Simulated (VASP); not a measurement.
Consider the following.

```
CELL_PARAMETERS angstrom
      1.46324    -2.53440     0.00000
      1.46324     2.53440     0.00000
      0.00000     0.00000     4.63094
ATOMIC_POSITIONS crystal
  Ti 0.33333 0.66667 0.25000
  Ti 0.66667 0.33333 0.75000
```

All values below come from MS2 meta-GGA, VASP's PBE PAW potentials (set 64) (plane waves; VASP). Settings: 520 eV cut-off, 16×16×9 Γ-centred mesh, tetrahedra with Blöchl corrections, potentials Ti_sv.

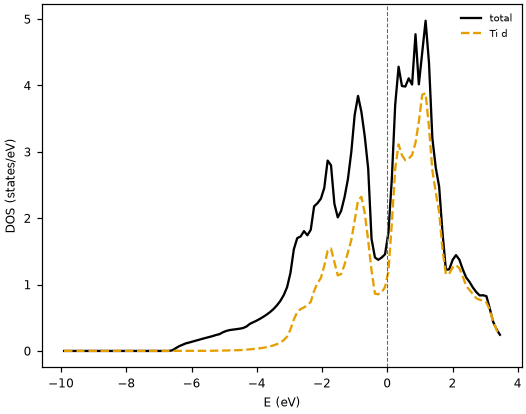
Figure: Total and projected density of states, zero at the Fermi level

Within 2 eV below the Fermi level the largest weight inside VASP's projection spheres is Ti d.

It has no gap at this level: it comes out as a metal or semimetal.

The compound is Ti in the hcp structure. It was relaxed first.
